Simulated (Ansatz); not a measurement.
## Run report: SiH3F, nudged elastic band

System: SiH3F.
Method: UKS B3LYP/def2-SVP (Ansatz 0.2.0).

One setting was made poor on purpose. It belongs to a series of runs on one base structure; here: band between the two ends. Figures and captions count atoms from 1; the log counts them from 0 in places.

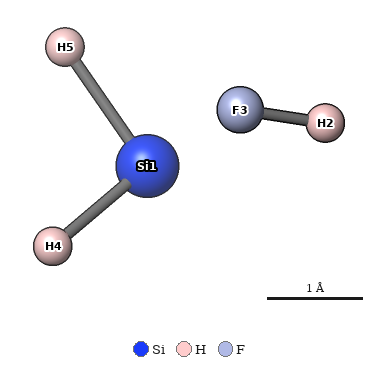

*The starting structure (ball-and-stick view, seen at a tilt; atoms are numbered from 1 in the order of the input).*

## Summary

- outcome: converged
- barrier, forward: 0.360 eV
- barrier, backward: 3.614 eV
- hardware: 1 thread of Arm Neoverse V1, 24 GiB of memory available, shared host
- wall time: 83 s
- peak memory: 0.11 GiB

## Remarks

A deliberately poor setting: straight start. The order of the saddle point was not checked.

## Input file
```yaml
crystal:
  periodic: [false, false, false]
  atoms:
    - { symbol: Si, position_ang: [-0.720414, 0.03753, 0.645262] }
    - { symbol: H, position_ang: [0.361243, -1.359831, -1.223623] }
    - { symbol: F, position_ang: [0.719142, -0.531468, -0.982171] }
    - { symbol: H, position_ang: [0.465724, 0.421501, 1.526937] }
    - { symbol: H, position_ang: [-0.825695, 1.432268, 0.033795] }
magnetization:
  spin_polarized: true
basis:
  gaussian: { orbitals: def2-SVP }
hamiltonian:
  xc: b3lyp
neb:
  order_check: false
  images: 7
  f_tol: 0.05
  max_iterations: 60
  initial_path: linear
  final_atoms:
    - { symbol: Si, position_ang: [-0.03298397, -0.00752536, 0.02354063] }
    - { symbol: H, position_ang: [-0.60276159, -1.32358723, -0.36966244] }
    - { symbol: F, position_ang: [1.2708783, 0.29156192, -0.90436423] }
    - { symbol: H, position_ang: [0.39463075, -0.03421242, 1.44753464] }
    - { symbol: H, position_ang: [-1.02976349, 1.0737631, -0.19684861] }
```

Launched with:
```bash
ansatz run input.yaml --threads 1 --pin off --max-ram 2048MiB --backend cpu --events-out ev --progress --plain --runs-dir out
```

## Output
```
Engine: ansatz 0.2.0, aarch64-unknown-linux-gnu
Functional definition: B3LYP
  parameter a0 = 0.2
  parameter ax = 0.72
  parameter ac = 0.81
  exchange = (1 - a0 - ax)*slater_x + ax*b88_x + a0*exact_x
  correlation = (1 - ac)*vwn_rpa_c + ac*lyp_c
480 factors; integrals over basis functions are off by at most 2.9e-4 eV
mean field evaluation 1: about -10636.0084 eV, gradient 1.8e1 eV
mean field evaluation 2: about -10635.5640 eV, gradient 2.4e1 eV
mean field evaluation 4: about -10637.1998 eV, gradient 2.9e-1 eV
mean field evaluation 8: about -10637.2035 eV, gradient 1.2e-2 eV
mean field evaluation 16: about -10636.0243 eV, gradient 4.5e0 eV
mean field -10637.20353294 eV, -390.9100196799 hartree, gradient 3.0e-5 eV, S^2 0.000000; 1 other end points of the search recorded, 0 dependent functions left out
the calculation of the forces begins
reference -10637.20372597 eV, -390.9100267739 hartree; 13, 13 occupied and 34, 34 virtual orbitals, 480 factors
480 factors; integrals over basis functions are off by at most 7.5e-4 eV
mean field -10640.45755410 eV, -391.0296027520 hartree, gradient 1.5e-5 eV, S^2 0.000000; 0 other end points of the search recorded, 0 dependent functions left out
[... from here on the field's lines of each further geometry are left out, up to the last ...]
NEB iter   1: max|band force component| = 3.792e0 eV/Å  barrier→ = 1.0898 eV  barrier← = 4.3438 eV  Δτ_max = 0.1267 Å  (283 SCF iters)
NEB iter   2: max|band force component| = 2.255e0 eV/Å  barrier→ = 0.4287 eV  barrier← = 3.6827 eV  Δτ_max = 0.2000 Å  (189 SCF iters)
NEB iter   3: max|band force component| = 1.170e1 eV/Å  barrier→ = 1.2986 eV  barrier← = 4.5526 eV  Δτ_max = 0.0927 Å  (186 SCF iters)
NEB iter   4: max|band force component| = 6.216e-1 eV/Å  barrier→ = 0.3596 eV  barrier← = 3.6137 eV  Δτ_max = 0.0807 Å  (180 SCF iters)
NEB iter   5: max|band force component| = 4.250e-1 eV/Å  barrier→ = 0.3667 eV  barrier← = 3.6207 eV  CI = image 3  Δτ_max = 0.0287 Å  (173 SCF iters)
NEB iter   6: max|band force component| = 2.642e-1 eV/Å  barrier→ = 0.3603 eV  barrier← = 3.6143 eV  CI = image 3  Δτ_max = 0.0055 Å  (167 SCF iters)
NEB iter   7: max|band force component| = 7.383e-2 eV/Å  barrier→ = 0.3602 eV  barrier← = 3.6142 eV  CI = image 3  Δτ_max = 0.0013 Å  (149 SCF iters)
the calculation of the forces begins
reference -10640.29591631 eV, -391.0236626728 hartree; 13, 13 occupied and 34, 34 virtual orbitals, 480 factors
480 factors; integrals over basis functions are off by at most 8.6e-4 eV
mean field -10636.84333852 eV, -390.8967827792 hartree, gradient 1.2e-5 eV, S^2 0.000000; 2 other end points of the search recorded, 0 dependent functions left out
the calculation of the forces begins
reference -10636.84352569 eV, -390.8967896577 hartree; 13, 13 occupied and 34, 34 virtual orbitals, 480 factors
NEB iter   8: max|band force component| = 1.227e-2 eV/Å  barrier→ = 0.3602 eV  barrier← = 3.6142 eV  CI = image 3  Δτ_max = 0.0000 Å  (327 SCF iters)
```

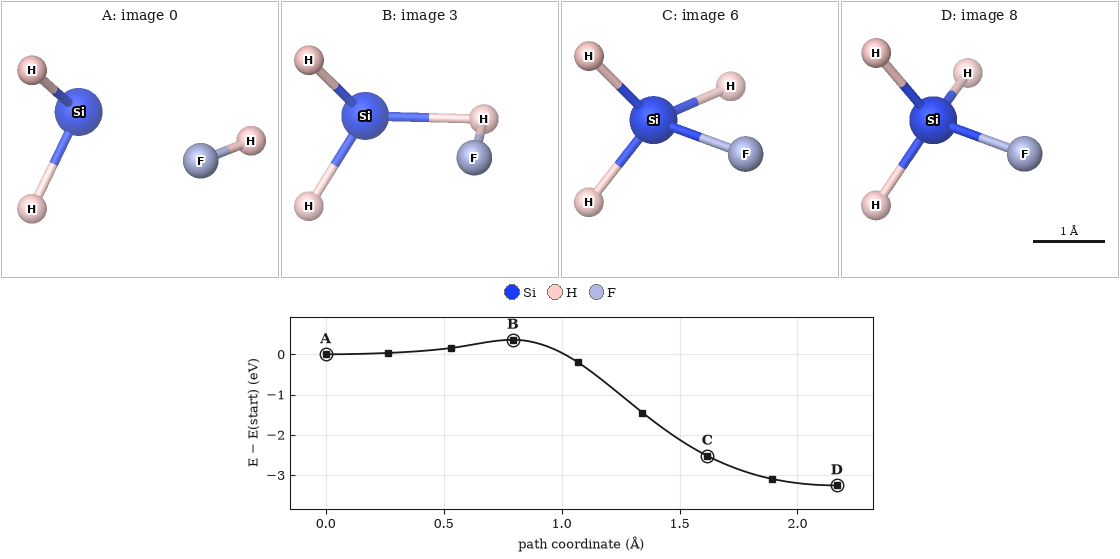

*Images of the last band (counted from 0; ball-and-stick, seen at a tilt) above the energy along the path; the line is a cubic interpolation that uses the forces.*

The highest image is number 3, 0.360 eV above the start and 3.614 eV above the end (the climbing image); the end lies 3.254 eV below the start. The path is 2.17 Å long. The band converged in 8 iterations.

```
Total energy: -10636.84352569 eV, -390.8967896577 hartree
Atom 0 at    -0.445312    -0.042561     0.356873 Å, force    -0.000508     0.000128     0.000596 eV/Å
Atom 1 at     0.042951    -1.141926    -0.807739 Å, force    -0.000061    -0.000021     0.000018 eV/Å
Atom 2 at     0.894434    -0.403581    -1.046718 Å, force     0.000706    -0.000223    -0.000760 eV/Å
Atom 3 at     0.435835     0.262578     1.536441 Å, force    -0.000101     0.000073     0.000042 eV/Å
Atom 4 at    -0.927908     1.325489    -0.038657 Å, force    -0.000036     0.000043     0.000104 eV/Å
Dipole moment:    -0.131810    -0.033311     0.091643 e Å
this run last wrote the band of iteration 8 to [file]
```

## The last band as extended XYZ (Å, eV, eV/Å)
```
5
Properties=species:S:1:pos:R:3:forces:R:3 image=0 energy=-10637.20353
Si   -0.7204    0.0375    0.6453   -0.0161  -0.0248   0.0055
H     0.3612   -1.3598   -1.2236    0.0004  -0.0006  -0.0018
F     0.7191   -0.5315   -0.9822    0.0012   0.0024   0.0006
H     0.4657    0.4215    1.5269    0.0132   0.0041   0.0068
H    -0.8257    1.4323    0.0338    0.0013   0.0189  -0.0111
5
Properties=species:S:1:pos:R:3:forces:R:3 image=1 energy=-10637.16929
Si   -0.6530    0.0016    0.5661   -0.0839   0.0238   0.0886
H     0.2402   -1.2753   -1.0682    0.0942  -0.0998  -0.1484
F     0.7957   -0.5151   -1.0347   -0.0419  -0.0163   0.0250
H     0.4643    0.3832    1.5273    0.0010   0.0575   0.0001
H    -0.8472    1.4055    0.0097    0.0306   0.0348   0.0346
5
Properties=species:S:1:pos:R:3:forces:R:3 image=2 energy=-10637.04962
Si   -0.5674   -0.0257    0.4735   -0.3671   0.0296   0.3372
H     0.1478   -1.1698   -0.9171    0.3502  -0.0668  -0.3481
F     0.8421   -0.4936   -1.0616   -0.1059  -0.1993  -0.0429
H     0.4602    0.3209    1.5288    0.0324   0.1410  -0.0066
H    -0.8828    1.3683   -0.0235    0.0903   0.0956   0.0604
5
Properties=species:S:1:pos:R:3:forces:R:3 image=3 energy=-10636.84334
Si   -0.4453   -0.0426    0.3569   -0.0005   0.0001   0.0006
H     0.0430   -1.1419   -0.8077   -0.0001   0.0000   0.0000
F     0.8944   -0.4036   -1.0467    0.0007  -0.0002  -0.0008
H     0.4358    0.2626    1.5364   -0.0001   0.0001   0.0000
H    -0.9279    1.3255   -0.0387    0.0000   0.0000   0.0001
5
Properties=species:S:1:pos:R:3:forces:R:3 image=4 energy=-10637.39808
Si   -0.3284   -0.0447    0.2544    1.6687   0.1035  -1.3760
H    -0.0812   -1.2010   -0.7399   -2.0357  -0.9601   1.1162
F     0.9676   -0.2665   -1.0182    0.8330   1.5971   0.3558
H     0.4047    0.2237    1.5410   -0.2123  -0.3864  -0.0241
H    -0.9627    1.2885   -0.0371   -0.2537  -0.3541  -0.0719
5
Properties=species:S:1:pos:R:3:forces:R:3 image=5 energy=-10638.65148
Si   -0.2138   -0.0315    0.1642    1.9705   0.3316  -1.4847
H    -0.2089   -1.2651   -0.6723   -2.4990  -1.2010   1.3565
F     1.0394   -0.1281   -0.9876    1.0435   1.9937   0.4402
H     0.3757    0.1802    1.5369   -0.2567  -0.5628  -0.1550
H    -0.9924    1.2446   -0.0410   -0.2583  -0.5615  -0.1569
5
Properties=species:S:1:pos:R:3:forces:R:3 image=6 energy=-10639.72196
Si   -0.1235   -0.0168    0.0958    0.9932   0.1868  -0.7354
H    -0.3489   -1.3138   -0.5836   -1.6558  -0.5598   1.0584
F     1.1245    0.0091   -0.9691    0.8744   1.3623   0.1605
H     0.3575    0.1291    1.5166   -0.1127  -0.4893  -0.2496
H    -1.0096    1.1924   -0.0596   -0.0991  -0.4999  -0.2339
5
Properties=species:S:1:pos:R:3:forces:R:3 image=7 energy=-10640.29572
Si   -0.0643   -0.0113    0.0482    0.2749   0.0313  -0.2175
H    -0.4842   -1.3328   -0.4790   -0.6735  -0.0922   0.5220
F     1.2111    0.1531   -0.9473    0.3827   0.6095   0.0792
H     0.3573    0.0600    1.4830    0.0312  -0.2923  -0.1652
H    -1.0200    1.1310   -0.1047   -0.0152  -0.2563  -0.2186
5
Properties=species:S:1:pos:R:3:forces:R:3 image=8 energy=-10640.45755
Si   -0.0329   -0.0071    0.0238    0.0018  -0.0001  -0.0017
H    -0.6152   -1.3212   -0.3575   -0.0012  -0.0032  -0.0011
F     1.2678    0.2758   -0.9136   -0.0001   0.0002   0.0002
H     0.4029   -0.0280    1.4454    0.0012   0.0004   0.0029
H    -1.0225    1.0805   -0.1978   -0.0017   0.0027  -0.0004
```
